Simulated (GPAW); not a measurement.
# Core-hole calculation of the O K edge in Ti2MnO4 (Fd-3m), part 2 of 2

What does one-electron theory with a core hole give for the O K edge of Ti2MnO4 (Fd-3m)?

GPAW 26.7.0; X-ray absorption from dipole matrix elements to empty bands, plane-wave PAW LDA+U.

So far. Step 2 (Ground state of the crystal): The mesh shows no gap, so the system is treated as a metal and the core electron is put at the Fermi level (neutral cell).

## Step 4: Spectrum with XCH, O atom 7

The holes are 6.1 Å apart. In GPAW the data set carries the hole's charge, so charge=0 means a charged cell and charge=-1 a neutral one. The excited electron is kept in the cell, where it fills the lowest empty states and screens the hole. After the field has converged, empty bands are computed with the density fixed and the dipole matrix elements are summed.

The absorber has 1 Mn at 2.04 Å and 3 Ti at 2.07 Å (distorted tetrahedral, site symmetry 3m).

File xas.py:

```python
import numpy as np
from ase import Atoms
from ase.parallel import parprint, paropen
from gpaw import GPAW, PW, FermiDirac, Mixer, MixerDif, setup_paths
from gpaw.test import gen
setup_paths.insert(0, '.')
gen('O', name='fch1s', xcname='LDA', corehole=(1, 0, 1), write_xml=True)
from gpaw.mpi import world
world.barrier()

atoms = Atoms('Mn2Ti4O8',
    cell=[[0, 4.32801134, 4.32801134],
     [4.32801134, 0, 4.32801134],
     [4.32801134, 4.32801134, 0]],
    scaled_positions=[[0.5, 0.5, 0.5],
     [0.75, 0.75, 0.75],
     [0.125, 0.625, 0.125],
     [0.125, 0.125, 0.125],
     [0.125, 0.125, 0.625],
     [0.625, 0.125, 0.125],
     [0.88632667, 0.34102, 0.88632667],
     [0.36367333, 0.36367333, 0.36367333],
     [0.88632667, 0.88632667, 0.34102],
     [0.36367333, 0.36367333, 0.90898],
     [0.36367333, 0.90898, 0.36367333],
     [0.34102, 0.88632667, 0.88632667],
     [0.88632667, 0.88632667, 0.88632667],
     [0.90898, 0.36367333, 0.36367333]],
    magmoms=[4.0, -4.0, 0.0, 0.0, 0.0, 0.0, 0.0, 0.0, 0.0, 0.0, 0.0, 0.0, 0.0, 0.0],
    pbc=True)
atoms.calc = calc = GPAW(legacy_gpaw=True, mode=PW(500, force_complex_dtype=True), xc='LDA', setups={'Mn': ':d,5', 6: 'fch1s'},
    kpts={'size': (3, 3, 3), 'gamma': True}, occupations=FermiDirac(0.1),
    charge=-1, mixer=MixerDif(0.05, 8, 50), maxiter=150,
    convergence={'density': 0.0001, 'eigenstates': 1e-6}, txt='scf.txt')
energy = atoms.get_potential_energy() + calc.get_reference_energy()
ef = calc.get_fermi_level()
out = dict(energy=energy, fermi=ef, forces=atoms.get_forces().tolist(), magmoms=atoms.get_magnetic_moments().tolist())
parprint(f'all-electron energy {energy:.4f} eV, Fermi level {ef:.4f} eV')
ev = np.array([[calc.get_eigenvalues(k, s) for k in range(len(calc.get_ibz_k_points()))] for s in range(calc.get_number_of_spins())])
out['homo'], out['lumo'], out['counts'] = ev[ev < ef].max(), ev[ev > ef].min(), sorted(set((ev < ef).sum((0, 2)).tolist()))
out['filled'] = (ev[:, 0] < ef).sum(1).tolist()

from ase.units import Ha
from gpaw.xas import dipole_matrix_elements
nb = int(calc.get_number_of_electrons() / 2) + 129
top, nb = nb, nb + 8 + nb // 12
nscf = calc.fixed_density(kpts={'size': (4, 4, 4), 'gamma': True}, nbands=nb,
    convergence={'bands': top, 'eigenstates': 5e-3}, maxiter=60, txt='nscf.txt')
cell = atoms.cell.array
ops = [cell.T @ U.T @ np.linalg.inv(cell.T) for U in nscf.wfs.kd.symmetry.op_scc]
E = np.arange(-6, 34, 0.1)
fwhm = np.interp(E, [4, 25], [0.9, 3.5])
Y, X, zero, highest = 0, 0, 1e9, 1e9
for spin in range(nscf.get_number_of_spins()):
    wfs = nscf.wfs
    mine = wfs.bd.get_slice()  # this rank's bands
    A = dipole_matrix_elements(wfs.setups[6])
    eps = np.zeros((wfs.kd.nibzkpts, nb))
    d = np.zeros((3, A.shape[1], wfs.kd.nibzkpts, nb), complex)
    for kpt in wfs.kpt_u:
        if kpt.s == spin and 6 in kpt.P_ani:
            eps[kpt.k, mine] = kpt.eps_n * Ha
            d[:, :, kpt.k, mine] = (kpt.weight * wfs.nspins / 2) ** 0.5 * np.inner(A, kpt.P_ani[6])
    world.sum(eps)
    world.sum(d)
    T = np.einsum('amkn,bmkn->abkn', d, d.conj()).real
    T = sum(np.einsum('ai,ijkn,bj->abkn', R, T, R) for R in ops) / len(ops)
    empty = eps > ef
    zero, highest = min(zero, eps[empty].min()), min(highest, eps[:, top - 1].min())
    lines = [(eps, T, empty)] if spin == 0 else lines + [(eps, T, empty)]
for eps, T, empty in lines:
    f = np.einsum('aakn->akn', T).reshape(3, -1)
    x = eps.ravel() - zero
    w = np.interp(x, E, fwhm) / 2.35482
    g = np.exp(-0.5 * ((E[:, None] - x) / w) ** 2) / (w * (2 * np.pi) ** 0.5)
    Y = Y + (f * empty.ravel()) @ g.T
    X = X + (f * ~empty.ravel()) @ g.T
out.update(E=E.round(2).tolist(), xas=Y.tolist(), xes=X.tolist(), zero=zero, valid=highest - zero, nk=len(eps), nb=nb)
for i in range(0, len(E), 10):
    parprint(f'{E[i]:7.2f}', *(f'{v:10.3e}' for v in Y[:, i]))
import json
with paropen('out.json', 'w') as f:
    json.dump(out, f)
```

Started as:

```sh
$ OMP_NUM_THREADS=1 mpirun -n 4 gpaw python xas.py
```

Numbers of over 12 decimals in the logs are rounded to 6 here.

What it wrote:

```text
Input parameters:
  charge: -1
  convergence: {density: 0.0001,
                eigenstates: 1e-06}
  kpts: {gamma: True,
         size: (3, 3, 3)}
  maxiter: 150
  mixer: {backend: pulay,
          beta: 0.05,
          method: difference,
          nmaxold: 8,
          weight: 50}
  mode: {ecut: 500.0,
         force_complex_dtype: True,
         name: pw}
  occupations: {fixmagmom: False,
                name: fermi-dirac,
                width: 0.1}
  setups: {6: fch1s,
           Mn: :d,5}

Initialize ...

[... PAW data sets ...]

Reference energy: -171279.338007  # eV

Spin-polarized calculation.
Initial magnetic moment: 0.000000

[... convergence settings ...]
Symmetries present (total): 6
  [... symmetry matrices ...]

27 k-points: 3 x 3 x 3 Monkhorst-Pack grid
6 k-points in the irreducible part of the Brillouin zone
       k-points in crystal coordinates                weights
   0:     0.00000000    0.00000000    0.00000000          1/27
   1:     0.00000000    0.33333333    0.00000000          2/27
   2:     0.33333333   -0.33333333    0.33333333          6/27
   3:     0.33333333    0.33333333   -0.33333333          6/27
   4:     0.33333333    0.33333333    0.00000000          6/27
   5:     0.33333333    0.33333333    0.33333333          6/27

Wave functions: Plane wave expansion
  Cutoff energy: 500.000 eV
  Number of coefficients (min, max): 4092, 4128
  Pulay-stress correction: 0.000000 eV/Ang^3 (de/decut=0.000000)
  Using FFTW library
  Wavefunction extrapolation:
    Improved wavefunction reuse through dual PAW basis

Occupation numbers: Fermi-Dirac:
  width: 0.1000  # eV

Eigensolver
   Davidson(niter=2)

Densities:
  Coarse grid: 32*32*32 grid
  Fine grid: 64*64*64 grid
  Total Charge: 0.000000

Density mixing:
  Method: difference
  Backend: pulay
  Linear mixing parameter: 0.05
  old densities: 8
  Width of damping distribution: 1.1
  Damping of long wavelength oscillations: 50

[... Hamiltonian set-up ...]
Number of atoms: 14
Number of atomic orbitals: 110
Number of bands in calculation: 81
Number of valence electrons: 127
Bands to converge: occupied

... initialized

Initializing position-dependent things.

Density initialized from atomic densities
Creating initial wave functions:
  81 bands from LCAO basis set

                            O
                    O
                        Mn
                      O
               O          O
                   O
                 Mn
                     O
         Ti   O

             Ti
              Ti
       Ti

Atomic positions and initial magnetic moments

Positions:
   0 Mn     4.328011    4.328011    4.328011    ( 0.0000,  0.0000,  4.0000)
   1 Mn     6.492017    6.492017    6.492017    ( 0.0000,  0.0000, -4.0000)
   2 Ti     3.246009    1.082003    3.246009    ( 0.0000,  0.0000,  0.0000)
   3 Ti     1.082003    1.082003    1.082003    ( 0.0000,  0.0000,  0.0000)
   4 Ti     3.246009    3.246009    1.082003    ( 0.0000,  0.0000,  0.0000)
   5 Ti     1.082003    3.246009    3.246009    ( 0.0000,  0.0000,  0.0000)
   6 O      5.311970    7.672064    5.311970    ( 0.0000,  0.0000,  0.0000)
[...]
11 O      7.672064    5.311970    5.311970    ( 0.0000,  0.0000,  0.0000)
  12 O      7.672064    7.672064    7.672064    ( 0.0000,  0.0000,  0.0000)
  13 O      3.147965    5.508058    5.508058    ( 0.0000,  0.0000,  0.0000)

Unit cell:
           periodic     x           y           z      points  spacing
  1. axis:    yes    0.000000    4.328011    4.328011    32     0.1562
  2. axis:    yes    4.328011    0.000000    4.328011    32     0.1562
  3. axis:    yes    4.328011    4.328011    0.000000    32     0.1562

  Lengths:   6.120732   6.120732   6.120732
  Angles:   60.000000  60.000000  60.000000

Effective grid spacing dv^(1/3) = 0.1704

iter:   1  -165.769212                   -0.0000
[...]
iter:  17  -152.618402c  -4.08  -2.97    -0.2550
iter:  18  -152.619060c  -4.70  -3.28    -0.2726
[...]
iter:  24  -152.622196c  -4.93  -3.57    -0.4694
iter:  25  -152.622547c  -5.48  -3.61    -0.4806
iter:  26  -152.622434c  -5.56  -3.91    -0.4604
iter:  27  -152.622752c  -5.34  -4.01c   -0.5636
iter:  28  -152.622656c  -6.13c -4.07c   -0.5484

Converged after 28 iterations.

Dipole moment: (-7.073558, -6.858782, -7.073558) |e|*Ang

Total magnetic moment: (0.000000, 0.000000, -0.548432)
Local magnetic moments:
   0 Mn ( 0.000000,  0.000000,  4.448858)
   1 Mn ( 0.000000,  0.000000, -4.469811)
   2 Ti ( 0.000000,  0.000000,  0.133031)
   3 Ti ( 0.000000,  0.000000, -0.153623)
   4 Ti ( 0.000000,  0.000000, -0.153623)
   5 Ti ( 0.000000,  0.000000, -0.153623)
   6 O  ( 0.000000,  0.000000, -0.182644)
   7 O  ( 0.000000,  0.000000,  0.008301)
   8 O  ( 0.000000,  0.000000, -0.008797)
   9 O  ( 0.000000,  0.000000,  0.008301)
  10 O  ( 0.000000,  0.000000,  0.007466)
  11 O  ( 0.000000,  0.000000, -0.008797)
  12 O  ( 0.000000,  0.000000, -0.008797)
  13 O  ( 0.000000,  0.000000,  0.008301)

Energy contributions relative to reference atoms: (reference = -171279.338007)

Kinetic:       +133.924274
Potential:     -136.823188
External:        +0.000000
XC:            -149.493544
Entropy (-ST):   -0.324231
Local:           -0.068082
SIC:             +0.000000
--------------------------
Free energy:   -152.784772
Extrapolated:  -152.622656

Spin contamination: 5.343216 electrons
Showing only first 2 kpts
                      Up                     Down
 Kpt  Band  Eigenvalues  Occupancy  Eigenvalues  Occupancy
  0    61      7.39499    0.99994      7.31163    0.99997
  0    62      7.39499    0.99994      7.31164    0.99997
  0    63      7.98371    0.97761      7.86901    0.99278
  0    64      8.64918    0.05325      8.58009    0.10090

  1    61      7.89500    0.99066      7.77270    0.99723
  1    62      7.89501    0.99066      7.77272    0.99723
  1    63      8.18704    0.85110      7.94276    0.98502
  1    64      8.61126    0.07594      8.63172    0.06277

Fermi level: 8.36137

No gap
No difference between direct/indirect transitions

Forces in eV/Ang:
  0 Mn    0.04790   -0.04790    0.04790
  1 Mn    0.81036   -0.81036    0.81036
  2 Ti    0.04453   -0.04453    0.04453
  3 Ti    0.05874    1.97458    0.05874
  4 Ti   -1.97458   -0.05874    0.05874
  5 Ti    0.05874   -0.05874   -1.97458
  6 O     0.65592   -0.65592    0.65592
[...]
11 O     0.00090   -0.00090   -0.03738
 12 O     0.00090    0.03738    0.00090
 13 O    -0.02072    0.02072    0.20764
Scalar-relativistic atomic LDA calculation for O (Oxygen, Z=8)
Core hole in 1s state (1s occupation: 1.0)
300 radial gridpoints.
|------------------------------------------------|
|------------------------------------------------|
[... the atom generator's iteration count ...]

Energy contributions:
-------------------------
Kinetic:      +54.046737
XC:            -5.876031
Potential:   -102.458324
-------------------------
Total:        -54.287618

state      eigenvalue         ekin         rmax
-----------------------------------------------
1s^1.0 :   -21.731873    30.611423        0.127
2s^2.0 :    -1.594915     4.066245        0.801
2p^4.0 :    -1.067100     3.825706        0.682
-----------------------------------------------
(units: Bohr and Hartree)

Generating PAW setup
Kinetic energy of the core from tauc = 30.636371
Cutoffs:
rc(s)=1.300
rc(p)=1.130
rc(d)=1.170
rc(vbar)=1.300
rc(comp)=1.260
rc(nct)=1.300

Kinetic energy of the core states: 30.611423
Charge: 1.0
Core electrons: 1.0
Valence electrons: 6.0
Pseudo-core charge: 0.000198
Shape function alpha=6.299
Pseudo-electron charge 5.280306
state    eigenvalue         norm
--------------------------------
2s(2) :    -1.594915     1.065643
*s    :    -0.594915
2p(4) :    -1.067100     0.787205
*p    :    -0.067100
*d    :     0.000000
--------------------------------

Diagonalizing with gridspacing h=0.050

state   all-electron     PAW
-------------------------------
2s:      -1.594915    -1.596334
2p:      -1.067100    -1.073375
*d:                   -0.060686
*f:                   -0.013559
-------------------------------
all-electron energy -171431.9607 eV, Fermi level 8.3614 eV
  -6.00  2.226e-59  2.226e-59  2.226e-59
  -5.00  5.636e-43  5.636e-43  5.636e-43
  -4.00  1.560e-29  1.560e-29  1.560e-29
  -3.00  4.789e-19  4.789e-19  4.789e-19
  -2.00  1.686e-11  1.686e-11  1.686e-11
  -1.00  7.696e-07  7.696e-07  7.696e-07
  -0.00  8.125e-05  8.125e-05  8.125e-05
[...]
31.00  1.551e-04  1.551e-04  1.551e-04
  32.00  1.320e-04  1.320e-04  1.320e-04
  33.00  1.019e-04  1.019e-04  1.019e-04
```

Elapsed: 1.8 min, on 4 MPI ranks of Intel Xeon 6975P-C (Granite Rapids), shared host; peak memory 0.69 GiB; 7.3 min of CPU time.

The O K spectrum, O atom 7, excited-electron core hole (neutral cell) (energy from the lowest empty level; intensity scaled to a mean of 1 over the first 20 eV):

| E (eV) | intensity |
| --- | --- |
| -2.0 | 0.00 |
| -0.5 | 0.12 |
| 1.0 | 1.39 |
| 2.5 | 2.31 |
| 4.0 | 0.72 |
| 5.5 | 0.89 |
| 7.0 | 0.97 |
| 8.5 | 1.47 |
| 10.0 | 1.41 |
| 11.5 | 0.79 |
| 13.0 | 0.75 |
| 14.5 | 0.89 |
| 16.0 | 0.75 |
| 17.5 | 0.55 |
| 19.0 | 0.42 |
| 20.5 | 0.55 |
| 22.0 | 0.76 |
| 23.5 | 0.86 |
| 25.0 | 0.91 |
| 26.5 | 0.95 |
| 28.0 | 1.07 |
| 29.5 | 1.26 |
| 31.0 | 1.24 |

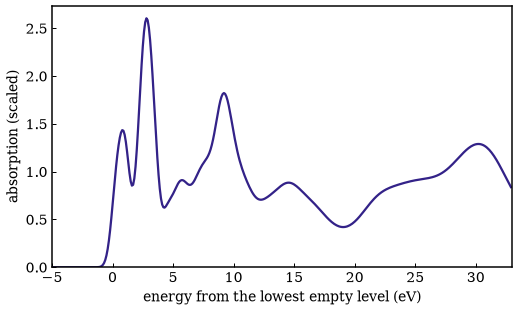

The O K edge, O atom 7, excited-electron core hole (neutral cell): main maxima at 0.8, 2.8 and 9.2 eV.

Main maxima below 24 eV (height): 0.8 eV (1.44), 2.8 eV (2.61), 9.2 eV (1.82) and 14.5 eV (0.89). A K edge sees empty p states; the first features are O p mixed into the empty d states of the Mn and Ti neighbours, and the broad ones above probably into the cations' higher empty bands.

The total-energy difference is 526.39 eV. The functional leaves an error in such absolute values: in the free atom LDA prices this hole 4.1 eV below PBE (computed apart), and PBE is itself good to a few eV.

## Step 5: Results

- absorber and edge: O K, atom 7 of the ground-state input (counted from 1)
- surroundings: 1 Mn at 2.04 Å and 3 Ti at 2.07 Å (distorted tetrahedral, site symmetry 3m)
- highest intensity below 16 eV: 2.8 eV above the zero, height 2.61
- photon energy of the zero (spin-polarised hole, raw): 526.4 eV (LDA puts this hole about 4 eV below PBE, itself good to a few eV)

What this shows: The O K edge of atom 7, with 1 Mn at 2.04 Å and 3 Ti at 2.07 Å (distorted tetrahedral, site symmetry 3m), has its highest intensity of the first 16 eV at 2.8 eV above the zero, near 529 eV in photon energy (LDA puts this hole about 4 eV below PBE, itself good to a few eV), 2.6 times the mean level of the first 20 eV (Gaussian full width 0.9 eV up to 4 eV, rising linearly to 3.5 eV at 25 eV). 1 further run of this session is left out of this account as redundant. The hole lies in one spin channel, while the script sums the empty states of both and takes the lower zero; where the two channels are split, this blurs and shifts the curve. The unit cell's mesh shows no gap over 0.35 eV. That is right for a metallic compound; for a small-gap or correlated insulator it would be the fault of the functional or of the assumed magnetic order, and the hole would be screened too well. The spins start antiferromagnetically in a simple order, which needn't be the measured one; gap and edge can depend on it. The holes are only 6.1 Å apart, so the shape is probably not converged with cell size; no larger cell was run here. The mesh is coarse (0.31 Å⁻¹ between points), so small maxima may be mesh ripples. Lifetime broadening is put in by hand, and intensities beyond about 20 eV depend on it and on the partial waves. The structure is a computed Materials Project entry and may be a hypothetical form.

[Banner, clock and machine lines of the logs are left out without a mark of their own.]

[Logs are printed without paths, hosts, clocks, repeated set-up lines and the standing remarks that a program may print on its own settings, such as how far it seeks lower states.]

[Hosts, paths, dates, database ids (printed as entryN), source tags and the programs' standing remarks are cut or masked in the printed files.]

[Lists of maxima count a maximum above −3 eV only where it reaches 4 % of the highest in the window and stands out from its surroundings by 2 % of it (1.5 % where it reaches 55 %); shoulders and weaker maxima are passed over, and of the rest the first, up to two pre-edge ones and the few strongest are named.]
